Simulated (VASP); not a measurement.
Band structure of Mg₂Ge (space group Fm-3m). Computed with LDA (Ceperley-Alder, Perdew-Zunger) with spin-orbit coupling, VASP's LDA PAW potentials (set 64) (plane waves; VASP 6.6.1).

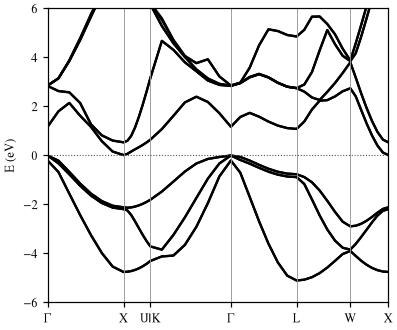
Figure: Bands along high-symmetry lines, zero at the valence-band maximum or, without a gap, the Fermi level

Task: Read the plot: is there a gap, and where are the band edges?

Result: The gap is indirect, 0.02 eV, from the valence maximum at Γ to the conduction minimum at X.

The structure comes from a computed database's Mg2Ge entry (Fm-3m); how it stands against other phases isn't given here. It was relaxed first.
